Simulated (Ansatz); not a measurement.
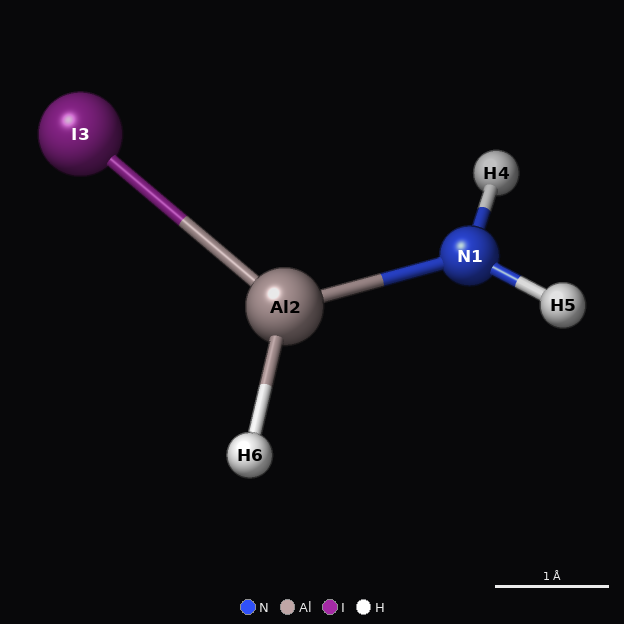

Source: calculation with Ansatz.

Orthographic view. Atoms fade into the background with distance from the viewer. Geometry: moved along internal coordinates away from the minimum.

Write a Z-matrix (Å, degrees) in the order of the atom numbers, with these reference atoms: 2 to 1; 3 to 2, 1; 4 to 1, 2, 3; 5 to 1, 4, 2; 6 to 2, 1, 5.

```
N  
Al   1   1.757
I    2   2.475   1   117.3
H    1   1.007   2   124.4   3   -11.7
H    1   1.007   4   110.8   2   180.0
H    2   1.572   1   121.5   5   -11.7
```
